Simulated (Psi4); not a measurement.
# A workflow on BH3 (SMILES B)

Wanted: a structure relaxation (PBE/cc-pVTZ), then vibrational wavenumbers, then a single-point energy (MP2/def2-TZVPP), then the vertical excitations (TD-PBE/cc-pVTZ) of BH3. 

Program for the calculation: Psi4 1.11.

**1. The molecule**

BH3 has 4 atoms, charge 0, and is taken as a singlet. SMILES: `B`. Geometry: relaxed at PBE0-D4/def2-TZVP. The run starts from this shape.

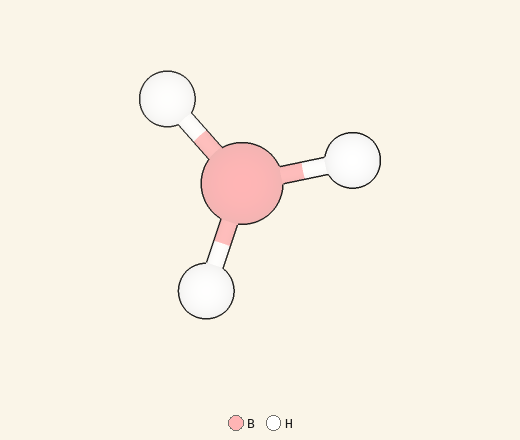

Viewed from a chosen angle; boron pink, hydrogen white.

**2. A geometry optimisation at PBE/cc-pVTZ (density fitting) (run 1)**

Contents of bh3.in:

```
memory 1600 mb

molecule mol {
  0 1
  B      0.013900    -0.015100    -0.005100
  H      0.982200     0.381700     0.568800
  H     -0.276200    -1.171800     0.043000
  H     -0.664400     0.744900    -0.626900
}

set basis cc-pVTZ
set reference rks
set geom_maxiter 60

e, wfn = optimize("pbe", return_wfn=True)
```

On the command line:

```
$ psi4 -i bh3.in -o bh3.out -n 1
```

bh3.out:

```text
Psi4 1.11 release

gradient() will perform analytic gradient computation.

   => Loading Basis Set <=

    Name: CC-PVTZ
    Role: ORBITAL
    Keyword: BASIS

         ---------------------------------------------------------
                                   SCF
                              RKS Reference
                        1 Threads,   1525 MiB Core
         ---------------------------------------------------------

  ==> Geometry <==

    Molecular point group: c1
    Full point group: C1

    Geometry (in Angstrom), charge = 0, multiplicity = 1:

[... 146 lines left out ...]
   @DF-RKS iter   4:   -26.55254730959442   -2.91468e-04   2.65169e-05 DIIS
[... 187 lines left out ...]
	  Convergence Criteria     1.00e-06 *    3.00e-04 *             o    1.20e-03 *             o~
[... 182 lines left out ...]
 Dipole Y            :          0.0007967           -0.0005979            0.0001988
[... 212 lines left out ...]
    Two-Electron Energy =                  20.1322190539404353
[... 212 lines left out ...]
   @DF-RKS iter   6:   -26.55258310278415   -6.11067e-12   1.55091e-09 DIIS
[... 226 lines left out ...]
   @DF-RKS iter   0:   -26.55258100890331   -2.65526e+01   4.42241e-06
[... 156 lines left out ...]
	  Convergence Criteria     1.00e-06 *    3.00e-04 *             o    1.20e-03 *             o
[... 4 lines left out ...]
Next Geometry in Ang
	Fragment 1 (Ang)

	    B  -0.0000002393  -0.0000012119   0.0000004827
	    H   0.9724402722   0.3984196053   0.5762737581
	    H  -0.2912732180  -1.1615986500   0.0482449733
	    H  -0.6811641270   0.7631936264  -0.6245187199

    Final optimized geometry and variables:
    Molecular point group: c1
    Full point group: C1

    Geometry (in Angstrom), charge = 0, multiplicity = 1:

    B           -0.000000270849    -0.000001347239    -0.000000049799
    H            0.972441314895     0.398420267330     0.576274506209
    H           -0.291274048842    -1.161598033558     0.048244458108
    H           -0.681164307348     0.763192483231    -0.624518420326

    Psi4 run time: 0:00:12.74

[set-up sections that repeat, and orbital energies of the middle runs, are left out above]
```

The script printed:

```text
Optimizer: Optimization complete!
```

Run time: 15 s. Hardware: 1 thread of Intel Xeon Platinum 8488C (Sapphire Rapids), shared host; peak memory 0.44 GiB.

Steps, from the record of the run:

```csv
step,energy from the first frame kept (eV),largest force (eV/Å)
0,0.0000,0.1193
1,-0.0009,0.0165
2,0.0042,0.3347
3,-0.0009,0.0063
4,-0.0009,0.0001
```

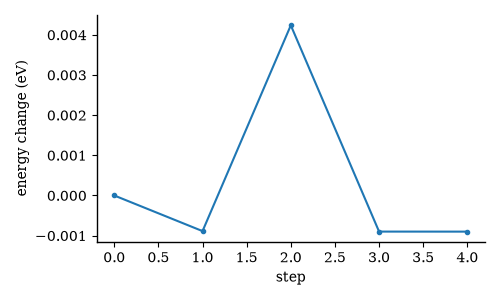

Energy along the run.

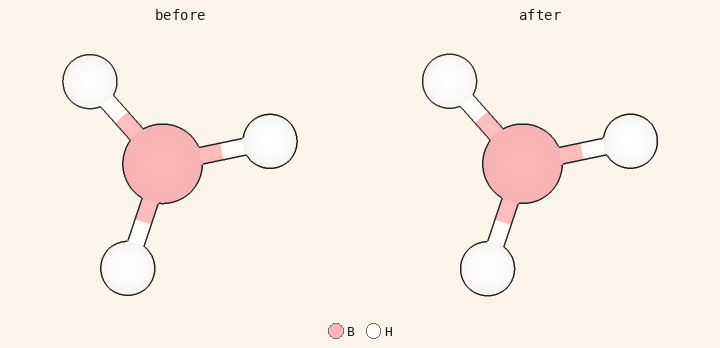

Before and after, at one scale.

After the run. Bond lengths: B1–H2 1.199 Å, B1–H3 1.199 Å, B1–H4 1.199 Å. Angles: H2–B1–H3 120.0°, H2–B1–H4 120.0°, H3–B1–H4 120.0°.

**3. The harmonic vibrations at PBE/cc-pVTZ (density fitting) (run 2)**

Contents of bh3.in:

```
memory 1600 MB

molecule geom {
  0 1
  B      0.013893    -0.015094    -0.005086
  H      0.986334     0.383327     0.571189
  H     -0.277381    -1.176691     0.043159
  H     -0.667271     0.748100    -0.629604
}

set {
  basis cc-pVTZ
  t 400.0
  rotational_symmetry_number 6
}

frequencies("pbe")
print_variables()
```

On the command line:

```
$ psi4 -n 1 bh3.in bh3.out
```

bh3.out:

```text
Psi4 1.11 release

         ----------------------------------------------------------
                                   FINDIF
         ----------------------------------------------------------

[... 462 lines left out ...]
    Two-Electron Energy =                  20.1419395759783164
[... 554 lines left out ...]
  @DF-RKS Final Energy:   -26.55258114406735
[... 546 lines left out ...]
  Energy and wave function converged.
[... 574 lines left out ...]
  Energy and wave function converged.
[... 557 lines left out ...]
  Energy and wave function converged.
[... 557 lines left out ...]
  Energy and wave function converged.
[... 652 lines left out ...]
  "SCF DIPOLE"                   =>      -0.000000069130 ... -0.000000441803 1 by 3
[... 3 lines left out ...]
    Psi4 run time: 0:00:57.54

[set-up sections that repeat, and orbital energies of the middle runs, are left out above]
```

It took 59 s on 1 thread of Intel Xeon Platinum 8488C (Sapphire Rapids), shared host; peak memory 0.43 GiB.

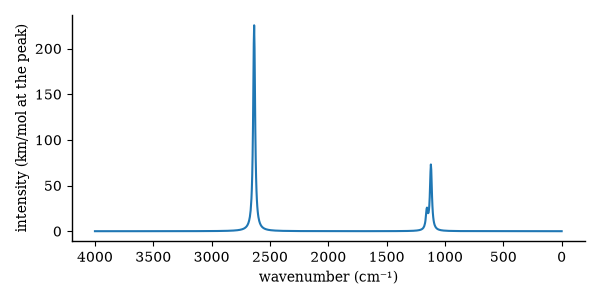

Harmonic infrared spectrum, unscaled, lines broadened by 10 cm⁻¹.

**4. A single-point energy at MP2/def2-TZVPP (density fitting, density fitting for correlation) (run 3)**

Contents of run.py:

```python
import psi4

psi4.set_memory('1600 MB')
psi4.set_num_threads(1)
psi4.set_output_file('output.dat', False)

geom = psi4.geometry("""
0 1
B      0.013893    -0.015094    -0.005086
H      0.986334     0.383327     0.571189
H     -0.277381    -1.176691     0.043159
H     -0.667271     0.748100    -0.629604
""")

psi4.set_options(dict(basis='def2-TZVPP', num_frozen_docc=1))

e, wfn = psi4.energy("mp2", return_wfn=True)
print('E =', round(e, 9))
```

On the command line:

```
$ python run.py
```

output.dat:

```text
Psi4 1.11 release

    SCF Algorithm Type (re)set to DF.

   => Loading Basis Set <=

    Name: DEF2-TZVPP
    Role: ORBITAL
    Keyword: BASIS

         ---------------------------------------------------------
                                   SCF
                              RHF Reference
                        1 Threads,   1525 MiB Core
         ---------------------------------------------------------

  ==> Geometry <==

    Molecular point group: c1
    Full point group: C1

    Geometry (in Angstrom), charge = 0, multiplicity = 1:

[... 95 lines left out ...]
   @DF-RHF iter   2:   -26.39991801237568   -6.77814e-03   2.92424e-04 DIIS/ADIIS
[... 4 lines left out ...]
   @DF-RHF iter   7:   -26.40053361842565   -2.20624e-11   7.57767e-09 DIIS
[... 31 lines left out ...]
    One-Electron Energy =                 -48.9548264430791065
[... 18 lines left out ...]
 Dipole Z            :         -0.0000024            0.0000016           -0.0000008
[... 47 lines left out ...]
	 Correlation Energy        =      -0.1132328486163182 [Eh]
[... 9 lines left out ...]
	 SCS Total Energy          =     -26.5266469639451543 [Eh]
[... 2 lines left out ...]
	total time  =          0 seconds =       0.00 minutes
```

On the terminal:

```text
E = -26.513766467
```

It took 2.8 s on 1 thread of Intel Xeon Platinum 8488C (Sapphire Rapids), shared host; peak memory 0.2 GiB.

**5. The excited states at TD-PBE/cc-pVTZ (density fitting, save jk yes) (run 4)**

Contents of bh3.sdf:

```

     RDKit          3D

  4  3  0  0  0  0  0  0  0  0999 V2000
    0.0139   -0.0151   -0.0051 B   0  0  0  0  0  0  0  0  0  0  0  0
    0.9863    0.3833    0.5712 H   0  0  0  0  0  0  0  0  0  0  0  0
   -0.2774   -1.1767    0.0432 H   0  0  0  0  0  0  0  0  0  0  0  0
   -0.6673    0.7481   -0.6296 H   0  0  0  0  0  0  0  0  0  0  0  0
  2  1  1  0
  3  1  1  0
  4  1  1  0
M  END
$$$$
```

Contents of job.py:

```python
import psi4
from rdkit import Chem

psi4.set_memory('1600 MB')
psi4.set_num_threads(1)
psi4.core.set_output_file('bh3.out', False)

rd = Chem.SDMolSupplier('bh3.sdf', removeHs=False, sanitize=False)[0]
xyz = rd.GetConformer().GetPositions()
atoms = '\n'.join(f'{a.GetSymbol()} {x:.4f} {y:.4f} {z:.4f}' for a, (x, y, z) in zip(rd.GetAtoms(), xyz))
mol = psi4.geometry('0 1\n' + atoms + '')

psi4.set_options(dict(basis='cc-pVTZ', reference='rks', save_jk=True))

from psi4.driver.procrouting.response.scf_response import tdscf_excitations
e_tot, wfn = psi4.energy('pbe', molecule=mol, return_wfn=True)
states = tdscf_excitations(wfn, states=4, tda=False)
for k, s in enumerate(states, 1):
    print(f"root {k}: {s['EXCITATION ENERGY'] * 27.211386:.4f} eV  f = {s['OSCILLATOR STRENGTH (LEN)']:.4f}  {s['SYMMETRY']}")
print(f'total energy {e_tot:.8f} hartree = {e_tot * 27.211386:.5f} eV')
for k, v in sorted(psi4.core.scalar_variables().items()):
    print(f'{k:45s} {v:18.10f}')
```

On the command line:

```
$ python job.py
```

bh3.out:

```text
=> Loading Basis Set <=

    Name: CC-PVTZ
    Role: ORBITAL
    Keyword: BASIS

         ---------------------------------------------------------
                                   SCF
                              RKS Reference
                        1 Threads,   1525 MiB Core
         ---------------------------------------------------------

  ==> Geometry <==

    Molecular point group: c1
    Full point group: C1

    Geometry (in Angstrom), charge = 0, multiplicity = 1:

[... 143 lines left out ...]
   @DF-RKS iter   1:   -26.46598736612409   -4.01131e-01   4.74308e-03 DIIS/ADIIS
[... 4 lines left out ...]
   @DF-RKS iter   6:   -26.55258316593621   -4.14907e-09   1.60032e-07 DIIS
[... 34 lines left out ...]
    One-Electron Energy =                 -49.0237428925292136
[... 4 lines left out ...]
    Total Energy =                        -26.5525831659362126
[... 65 lines left out ...]
  HamiltonianSolver iter   8:   2.38762e-09  7.72266e-05     54      Converged
[... 25 lines left out ...]
Excited State    3 (1 A):   0.40124 au   113.56 nm f = 0.1381
[... 6 lines left out ...]
Excited State    4 (1 A):   0.40124 au   113.56 nm f = 0.1381
  Sums of squares: Xssq =  1.000504e+00; Yssq =  5.044747e-04; Xssq - Yssq =  1.000000e+00
      3a  ->   6a    -0.889910 (79.194%)
      3a  ->   7a    -0.145393 ( 2.114%)
      4a  ->   6a    -0.390187 (15.225%)
      4a  ->   8a    -0.145362 ( 2.113%)

******************************************************************************************
**********                               WARNING                                **********
**********       The names of excited state variables changed between 1.5       **********
**********     and 1.6. For a quick solution, remove the symmetry specifier     **********
**********   from the variable name. For full details, see 'Notes on Psivars'   **********
**********                        in the documentation.                         **********
******************************************************************************************
```

On the terminal:

```text
root 1: 5.5895 eV  f = 0.0000  A
root 2: 5.5896 eV  f = 0.0000  A
root 3: 10.9183 eV  f = 0.1381  A
root 4: 10.9183 eV  f = 0.1381  A
total energy -26.55258317 hartree = -722.53259 eV
CURRENT ENERGY                                    -26.5525831659
CURRENT REFERENCE ENERGY                          -26.5525831659
DD SOLVATION ENERGY                                 0.0000000000
DFT FUNCTIONAL TOTAL ENERGY                       -26.5525831659
DFT TOTAL ENERGY                                  -26.5525831659
DFT VV10 ENERGY                                     0.0000000000
DFT XC ENERGY                                      -5.0583959291
GRID ELECTRONS ALPHA                                3.9999998726
GRID ELECTRONS BETA                                 3.9999998726
GRID ELECTRONS TOTAL                                7.9999997453
NUCLEAR REPULSION ENERGY                            7.3875710491
ONE-ELECTRON ENERGY                               -49.0237428925
PCM POLARIZATION ENERGY                             0.0000000000
PE ENERGY                                           0.0000000000
SCF ITERATION ENERGY                              -26.5525831659
SCF ITERATIONS                                      6.0000000000
SCF TOTAL ENERGY                                  -26.5525831659
TWO-ELECTRON ENERGY                                20.1419846066
XC GRID RADIAL POINTS                              75.0000000000
XC GRID SPHERICAL POINTS                          302.0000000000
XC GRID TOTAL POINTS                            88047.0000000000
```

It took 13 s on 1 thread of Intel Xeon Platinum 8488C (Sapphire Rapids), shared host; peak memory 0.44 GiB.

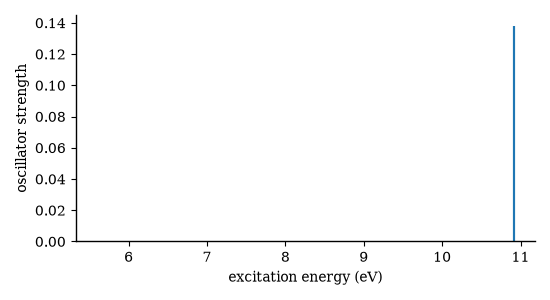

Vertical excitations as sticks.

The roots found:

```csv
excited state,energy (eV),strength,label
1,5.590,0.0000,A 1
2,5.590,0.0000,A 1
3,10.918,0.1381,A 1
4,10.918,0.1381,A 1
```

**6. Outcome**

| quantity | value |
| --- | --- |
| run 1, PBE/cc-pVTZ: total energy at the end | -26.55258 Eh |
| run 1, PBE/cc-pVTZ: dipole moment | 0.00 D |
| run 1, PBE/cc-pVTZ: HOMO energy | -8.46 eV |
| run 1, PBE/cc-pVTZ: LUMO energy | -3.06 eV |
| run 1, PBE/cc-pVTZ: HOMO–LUMO gap | 5.41 eV |
| run 2, PBE/cc-pVTZ: lowest harmonic wavenumber | 1121 cm⁻¹ |
| run 2, PBE/cc-pVTZ: highest harmonic wavenumber | 2636 cm⁻¹ |
| run 2, PBE/cc-pVTZ: zero-point energy | 67.0 kJ/mol |
| run 2, PBE/cc-pVTZ: ideal-gas entropy at 400 K (symmetry number 6 as used) | 47.7 cal/(mol K) |
| run 3, MP2/def2-TZVPP: total energy | -26.51377 Eh |
| run 3, MP2/def2-TZVPP: HOMO energy (Hartree–Fock orbitals) | -13.52 eV |
| run 3, MP2/def2-TZVPP: LUMO energy (Hartree–Fock orbitals) | 1.46 eV |
| run 3, MP2/def2-TZVPP: HOMO–LUMO gap (Hartree–Fock orbitals) | 14.99 eV |
| run 3, MP2/def2-TZVPP: correlation energy (1 core orbital frozen) | -113.2 mEh |
| run 4, TD-PBE/cc-pVTZ: ground-state or mean-field energy | -26.55258 Eh |
| run 4, TD-PBE/cc-pVTZ: dipole moment (PBE Kohn–Sham density) | 0.00 D |
| run 4, TD-PBE/cc-pVTZ: HOMO energy (PBE Kohn–Sham orbitals) | -8.46 eV |
| run 4, TD-PBE/cc-pVTZ: LUMO energy (PBE Kohn–Sham orbitals) | -3.06 eV |
| run 4, TD-PBE/cc-pVTZ: HOMO–LUMO gap (PBE Kohn–Sham orbitals) | 5.41 eV |
| run 4, TD-PBE/cc-pVTZ: lowest excitation energy | 5.59 eV |

What this shows: The optimisation (run 1, PBE/cc-pVTZ) took 5 steps and changed the energy by -0.001 eV. All 6 modes are real, so the shape is a minimum at this level. The brightest of the 4 transitions from the ground state lies at 10.92 eV (114 nm, f = 0.276, degenerate roots summed); the lowest, at 5.59 eV, has f = 0.000. Roots above 8.5 eV lie over the negative of the HOMO energy, where a finite basis gives discretised continuum or poorly described Rydberg states.
